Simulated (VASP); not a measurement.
Band structure of Sb (a7). All values below come from vdW-DF-cx, VASP's PBE PAW potentials (set 64) (plane waves; VASP).

Unless said otherwise, spin-orbit coupling is left out, though it shifts the bands of the heavy elements here.

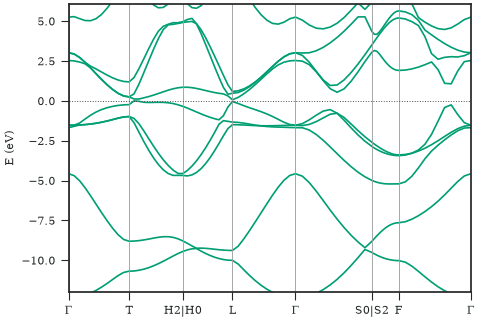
Figure. Bands along high-symmetry lines, zero at the valence-band maximum or, without a gap, the Fermi level

Q: Read the plot: is there a gap, and where are the band edges?

A: The gap is indirect, 0.07 eV, from the valence maximum at T-H2 at 0.09 to the conduction minimum at L. (Edges off the drawn lines would not show.)

The compound is Sb in the a7 structure. It was relaxed first.
